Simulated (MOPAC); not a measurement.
## Frequency calculation, with input and output: C₂H₅AlNS (charge −1) (part 3 of 3)

C₂H₅AlNS, charge −1, SMILES N#CC[S][AlH3-]; PM3, closed shell (MOPAC 23.2.5). The geometry was optimised with PM3.

Geometry of the input (Å):
```
N  -2.6522  0.9088  2.0024
C  -1.7608  0.5817  1.3329
C  -0.6452  0.1663  0.5122
S  -0.6907  0.8815  -1.1535
Al 1.2974  -0.4553  -1.1601
H  0.2927  0.4517  1.0358
H  -0.6487  -0.9439  0.4620
H  2.1914  -0.5286  -2.4500
H  1.1231  -1.9919  -0.8820
H  2.4022  -0.0926  -0.1032
```

## What the program printed, continued
```
 VIBRATION          9    5A'          ATOM PAIR      ENERGY CONTRIBUTION    RADIAL
 FREQUENCY           516.72         C  2 -- C  3         +38.8% ( 93.2%)      0.9%
 TRANSITION DIPOLE   0.7332         N  1 -- C  2         +38.0% ( 92.2%)      0.1%
 TRAVEL (Ang.)       0.1394         C  3 -- S  4         +10.0% ( 47.4%)     87.5%
 REDUCED MASS        6.7137         S  4 -- Al 5          +5.2% ( 34.1%)      1.8%
 EFFECTIVE MASS     15.6942
 FORCE CONSTANT      1.0561

 VIBRATION         10    5A"          ATOM PAIR      ENERGY CONTRIBUTION    RADIAL
 FREQUENCY           527.10         Al 5 -- H 10         +34.8% ( 49.2%)      0.4%
 TRANSITION DIPOLE   0.3202         Al 5 -- H  9         +34.8% ( 49.2%)      0.4%
 TRAVEL (Ang.)       0.6207         Al 5 -- H  8         +28.4% ( 44.4%)      0.0%
 REDUCED MASS        0.3320         C  3 -- Al 5          +0.5% (  5.7%)      0.0%
 EFFECTIVE MASS      1.1437
 FORCE CONSTANT      0.0544

 VIBRATION         11    6A'          ATOM PAIR      ENERGY CONTRIBUTION    RADIAL
 FREQUENCY           538.73         Al 5 -- H  9         +37.7% ( 56.1%)      0.2%
 TRANSITION DIPOLE   0.1925         Al 5 -- H 10         +37.7% ( 56.1%)      0.2%
 TRAVEL (Ang.)       0.5376         Al 5 -- H  8          +9.6% ( 28.4%)     26.3%
 REDUCED MASS        0.4330         S  4 -- Al 5          +5.7% ( 21.9%)     31.6%
 EFFECTIVE MASS      2.3684
 FORCE CONSTANT      0.0740

 VIBRATION         12    7A'          ATOM PAIR      ENERGY CONTRIBUTION    RADIAL
 FREQUENCY           553.62         Al 5 -- H 10         +22.4% ( 70.0%)      3.6%
 TRANSITION DIPOLE   0.4993         Al 5 -- H  9         +22.4% ( 70.0%)      3.6%
 TRAVEL (Ang.)       0.1918         S  4 -- Al 5         +19.6% ( 65.3%)     97.3%
 REDUCED MASS        3.3121         Al 5 -- H  8         +15.6% ( 58.3%)     12.2%
 EFFECTIVE MASS     12.4877         C  3 -- Al 5         +14.3% ( 56.0%)     59.0%
 FORCE CONSTANT      0.5981

 VIBRATION         13    8A'          ATOM PAIR      ENERGY CONTRIBUTION    RADIAL
 FREQUENCY           790.01         C  3 -- S  4         +25.5% (102.9%)     88.5%
 TRANSITION DIPOLE   0.4872         C  2 -- C  3         +23.7% ( 99.2%)      1.9%
 TRAVEL (Ang.)       0.1241         C  3 -- Al 5         +18.5% ( 87.7%)      1.9%
 REDUCED MASS        5.5456         C  3 -- H  6         +14.4% ( 77.3%)     27.4%
 EFFECTIVE MASS     16.4685         C  3 -- H  7         +14.4% ( 77.3%)     27.3%
 FORCE CONSTANT      2.0392

 VIBRATION         14    6A"          ATOM PAIR      ENERGY CONTRIBUTION    RADIAL
 FREQUENCY           850.54         C  3 -- H  7         +26.6% ( 88.7%)     12.2%
 TRANSITION DIPOLE   0.0750         C  3 -- H  6         +26.6% ( 88.7%)     12.1%
 TRAVEL (Ang.)       0.2456         C  2 -- C  3         +17.5% ( 71.8%)      0.0%
 REDUCED MASS        1.3145         C  3 -- S  4         +14.1% ( 64.6%)      0.0%
 EFFECTIVE MASS      6.3559         C  3 -- Al 5         +13.9% ( 64.2%)      0.0%
 FORCE CONSTANT      0.5603

 VIBRATION         15    9A'          ATOM PAIR      ENERGY CONTRIBUTION    RADIAL
 FREQUENCY          1150.16         C  2 -- C  3         +27.0% ( 88.9%)     99.9%
 TRANSITION DIPOLE   0.6634         C  3 -- H  6         +17.9% ( 72.4%)      9.9%
 TRAVEL (Ang.)       0.1326         C  3 -- H  7         +17.9% ( 72.4%)      9.9%
 REDUCED MASS        3.3344         C  3 -- Al 5         +16.5% ( 69.6%)     99.9%
 EFFECTIVE MASS     10.2468         C  3 -- S  4         +16.5% ( 69.5%)     35.8%
 FORCE CONSTANT      2.5989

 VIBRATION         16    7A"          ATOM PAIR      ENERGY CONTRIBUTION    RADIAL
 FREQUENCY          1199.36         C  3 -- H  7         +49.2% ( 71.2%)      0.0%
 TRANSITION DIPOLE   0.0408         C  3 -- H  6         +49.2% ( 71.2%)      0.0%
 TRAVEL (Ang.)       0.3420         C  2 -- C  3          +0.8% (  8.9%)      0.0%
 REDUCED MASS        0.4807         N  1 -- C  2          +0.5% (  6.8%)      0.0%
 EFFECTIVE MASS      1.2267
 FORCE CONSTANT      0.4074

 VIBRATION         17   10A'          ATOM PAIR      ENERGY CONTRIBUTION    RADIAL
 FREQUENCY          1275.56         C  3 -- H  6         +37.4% ( 67.3%)      0.5%
 TRANSITION DIPOLE   0.2132         C  3 -- H  7         +37.4% ( 67.3%)      0.5%
 TRAVEL (Ang.)       0.2851         C  2 -- C  3          +9.2% ( 33.3%)     38.3%
 REDUCED MASS        0.6502         C  3 -- Al 5          +7.8% ( 30.8%)     48.7%
 EFFECTIVE MASS      2.5798
 FORCE CONSTANT      0.6233

 VIBRATION         18   11A'          ATOM PAIR      ENERGY CONTRIBUTION    RADIAL
 FREQUENCY          1391.88         C  3 -- H  7         +34.1% ( 68.1%)      3.1%
 TRANSITION DIPOLE   0.1751         C  3 -- H  6         +34.1% ( 68.1%)      3.2%
 TRAVEL (Ang.)       0.2478         C  2 -- C  3         +11.0% ( 38.7%)     98.5%
 REDUCED MASS        0.7889         C  3 -- S  4         +10.1% ( 37.0%)      3.8%
 EFFECTIVE MASS      3.0708
 FORCE CONSTANT      0.9005

 VIBRATION         19   12A'          ATOM PAIR      ENERGY CONTRIBUTION    RADIAL
 FREQUENCY          1901.28         Al 5 -- H 10         +33.9% ( 58.7%)     96.7%
 TRANSITION DIPOLE   0.1036         Al 5 -- H  9         +33.9% ( 58.7%)     96.7%
 TRAVEL (Ang.)       0.3254         Al 5 -- H  8         +31.8% ( 56.8%)     96.5%
 REDUCED MASS        0.3350         S  4 -- Al 5          +0.2% (  4.0%)     99.8%
 EFFECTIVE MASS      1.2250
 FORCE CONSTANT      0.7134

 VIBRATION         20    8A"          ATOM PAIR      ENERGY CONTRIBUTION    RADIAL
 FREQUENCY          1933.07         Al 5 -- H  9         +49.7% ( 70.6%)     97.9%
 TRANSITION DIPOLE   0.0344         Al 5 -- H 10         +49.7% ( 70.6%)     97.9%
 TRAVEL (Ang.)       0.2618         Al 5 -- H  8          +0.2% (  4.4%)      0.0%
 REDUCED MASS        0.5090         C  3 -- Al 5          +0.2% (  4.4%)      0.0%
 EFFECTIVE MASS      1.3887
 FORCE CONSTANT      1.1206

 VIBRATION         21   13A'          ATOM PAIR      ENERGY CONTRIBUTION    RADIAL
 FREQUENCY          1934.92         Al 5 -- H  8         +67.5% ( 82.3%)     99.4%
 TRANSITION DIPOLE   0.1601         Al 5 -- H 10         +16.0% ( 40.1%)     87.4%
 TRAVEL (Ang.)       0.2583         Al 5 -- H  9         +16.0% ( 40.1%)     87.4%
 REDUCED MASS        0.5222         C  3 -- Al 5          +0.3% (  5.0%)     51.9%
 EFFECTIVE MASS      1.3993
 FORCE CONSTANT      1.1519

 VIBRATION         22   14A'          ATOM PAIR      ENERGY CONTRIBUTION    RADIAL
 FREQUENCY          2434.00         N  1 -- C  2         +69.5% ( 98.7%)    100.0%
 TRANSITION DIPOLE   2.2530         C  2 -- C  3         +29.6% ( 64.4%)    100.0%
 TRAVEL (Ang.)       0.0655         C  3 -- Al 5          +0.2% (  5.6%)     99.0%
 REDUCED MASS        6.4612         C  3 -- S  4          +0.2% (  5.6%)     13.3%
 EFFECTIVE MASS     12.7361
 FORCE CONSTANT     22.5529

 VIBRATION         23    9A"          ATOM PAIR      ENERGY CONTRIBUTION    RADIAL
 FREQUENCY          2920.46         C  3 -- H  7         +48.5% ( 72.5%)     96.2%
 TRANSITION DIPOLE   0.2540         C  3 -- H  6         +48.5% ( 72.5%)     96.2%
 TRAVEL (Ang.)       0.2111         C  2 -- C  3          +1.0% ( 10.6%)      0.0%
 REDUCED MASS        0.5182         C  3 -- Al 5          +1.0% ( 10.5%)      0.0%
 EFFECTIVE MASS      1.5343
 FORCE CONSTANT      2.6041

 VIBRATION         24   15A'          ATOM PAIR      ENERGY CONTRIBUTION    RADIAL
 FREQUENCY          2991.93         C  3 -- H  7         +49.2% ( 69.2%)     97.9%
 TRANSITION DIPOLE   0.3006         C  3 -- H  6         +49.2% ( 69.2%)     98.0%
 TRAVEL (Ang.)       0.2159         C  3 -- Al 5          +0.5% (  7.1%)     23.0%
 REDUCED MASS        0.4837         C  3 -- S  4          +0.5% (  7.1%)     30.7%
 EFFECTIVE MASS      1.2574
 FORCE CONSTANT      2.5511

      SYMMETRY NUMBER FOR POINT-GROUP Cs  =  1

          SYSTEM IS A GROUND STATE

 job C2H5AlNS

          MOLECULE IS NOT LINEAR

          THERE ARE 24 GENUINE VIBRATIONS IN THIS SYSTEM
          THIS THERMODYNAMICS CALCULATION IS LIMITED TO
          MOLECULES WHICH HAVE NO INTERNAL ROTATIONS

                    CALCULATED THERMODYNAMIC PROPERTIES
                                          *
   TEMP. (K)   PARTITION FUNCTION   H.O.F.    ENTHALPY  HEAT CAPACITY ENTROPY
                                   KCAL/MOL   CAL/MOLE    CAL/K/MOL  CAL/K/MOL

 298.00  VIB.     0.2620D+02                  2829.9562    19.7027    15.9862
         ROT.     0.2195D+06                   888.2803     2.9808    27.4218
         INT.     0.5751D+07                  3718.2365    22.6835    43.4080
         TRA.     0.9975D+27                  1480.4672     4.9680    39.7780
         TOT.                        5.701    5198.7037    27.6516    83.1860

 200.00  VIB.     0.5691D+01                  1176.0041    13.6993     9.3355
         ROT.     0.1207D+06                   596.1613     2.9808    26.2331
         INT.     0.6869D+06                  1772.1654    16.6801    35.5686
         TRA.     0.5485D+27                   993.6021     4.9680    37.7969
         TOT.                        3.268    2765.7675    21.6481    73.3655

 300.00  VIB.     0.2705D+02                  2869.4643    19.8052    16.1183
         ROT.     0.2217D+06                   894.2419     2.9808    27.4417
         INT.     0.5999D+07                  3763.7062    22.7860    43.5601
         TRA.     0.1008D+28                  1490.4032     4.9680    39.8112
         TOT.                        5.756    5254.1094    27.7540    83.3713

 400.00  VIB.     0.1350D+03                  5081.7143    24.2353    22.4521
         ROT.     0.3414D+06                  1192.3226     2.9808    28.2993
         INT.     0.4609D+08                  6274.0369    27.2161    50.7513
         TRA.     0.1551D+28                  1987.2043     4.9680    41.2405
         TOT.                        8.763    8261.2411    32.1841    91.9918

   *: NOTE: HEATS OF FORMATION ARE RELATIVE TO THE
            ELEMENTS IN THEIR STANDARD STATE AT 298K
              (=  Standard Enthalpy of Formation).

            Hvib:  Zero-point energy is not included.
                   frequencies of less than zero cm-1 are not included.
            Hrot = (3/2)RT
            Htra = (3/2)RT + pV = (5/2)RT

            Heat capacity is Cp, not Cv

           FORCE CONSTANT IN CARTESIAN COORDINATES (Millidynes/A)

    ATOM   CHEMICAL       X               Y               Z
   NUMBER   SYMBOL  FORCE CONSTANT  FORCE CONSTANT  FORCE CONSTANT

      1       N       20.971317        0.352588        0.342409
      2       C       26.447238        1.704467        1.626359
      3       C        9.321992        5.860479        7.220113
      4       S        2.076398        3.763895        0.327454
      5      Al        4.642202        2.979794        2.816757
      6       H        1.160951        1.906021        3.297332
      7       H        1.163805        1.576073        3.624426
      8       H        1.821926        0.399876        0.084805
      9       H        0.144786        0.814094        1.390706
     10       H        0.144341        0.997094        1.208151

 *                    *
 * JOB ENDED NORMALLY *
 *                    *

 TOTAL JOB TIME:             0.12 SECONDS

 == MOPAC DONE ==
```

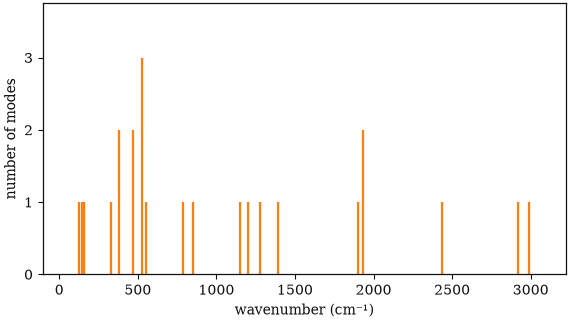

*Harmonic vibrational wavenumbers from the force constants; neighbouring modes closer than 13 cm⁻¹ are counted in one stick.*

24 modes from 125 to 2992 cm⁻¹, none imaginary.

## Key numbers

| quantity | value |
| --- | --- |
| outcome | converged |
| heat of formation | 5.70 kcal/mol |
| basis functions | 25 |
| zero-point energy | 0.057787 hartree |
| wavenumbers, lowest and highest | 125 and 2992 cm⁻¹ |
| peak memory | 0.12 GiB |

MOPAC's energies along a path are heats of formation.
